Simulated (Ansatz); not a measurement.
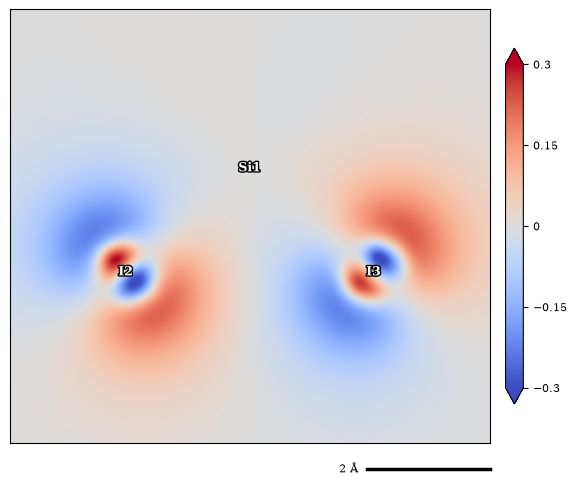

The picture shows: I3Si (charge −1). The HOMO−1 on the plane of atoms I2, Si1 and I3 (values in Å⁻³ᐟ²; the overall sign is arbitrary).

Geometry: r2SCAN-D4/def2-SVPD; core potentials replace the inner electrons of I.

Level of theory: RKS PBE0-D4/def2-TZVPD (Ansatz 0.2.0).

Where does this orbital lie, and at what energy?

It lies mainly on I2 (about 35 %), I3 (about 35 %) and I4 (about 35 %); largely a combination of lone pairs on I2, I3 and I4. Its energy is −3.17 eV.
